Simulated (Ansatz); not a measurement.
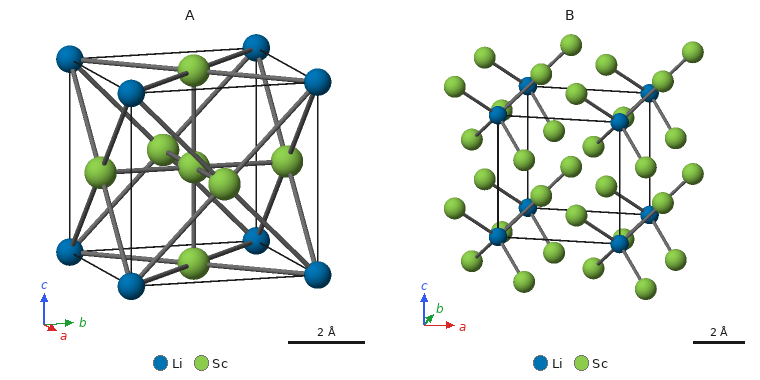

Two structures of LiSc4, each relaxed to rest (conventional cells in solid outline, small ones repeated, not to one scale). Method: DFT PBE, scalar-relativistic, plane waves, PAW (Ansatz), without spin polarisation.

### Which two forms are compared?

A: 5 atoms a cell on a primitive cubic lattice, Pm-3m. B: 5 atoms a cell on a primitive cubic lattice, P-43m.

### Compare their energies: which is lower?

B is lower, by 288 meV/atom at this level of theory (energies at zero smearing). Volumes: A 28.6, B 24.2 Å³/atom.

One or both may be structure types tried for this composition rather than known phases.
